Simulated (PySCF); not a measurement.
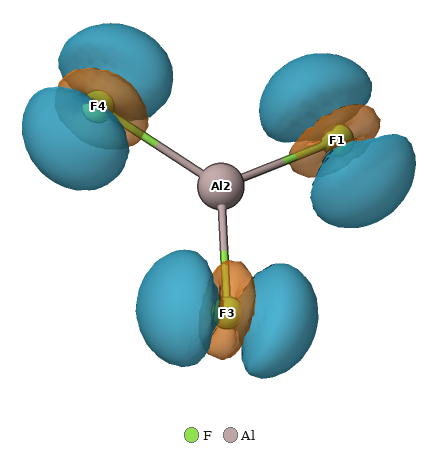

Figure. AlF$_{3}$, SMILES `F[Al](F)F`. Fukui function f⁻ = ρ(N) − ρ(N−1) at fixed geometry, surfaces at ±0.04 e/Å³ (light blue positive, orange negative).

Computed with PySCF, PBE/def2-TZVP, geometry: GFN2-xTB. No frequency check shows the geometry to be a minimum.

> Which atoms respond most to the removal of an electron?

f⁻ (Hirshfeld-condensed) is largest on F1, F3 and F4 (0.25 each) and Al2 (0.25); the vertical ionisation energy is 13.52 eV (the stability of the cation's solution wasn't checked). Condensed values hint at sites of electrophilic attack but needn't mark the atom that reacts. Shares this close don't rank the sites. Orbital relaxation makes it negative in places (0.15 e in all).

| atom | f⁻ | charge |
| --- | --- | --- |
| F1 | +0.25 | −0.26 |
| Al2 | +0.25 | +0.77 |
| F3 | +0.25 | −0.26 |
| F4 | +0.25 | −0.26 |
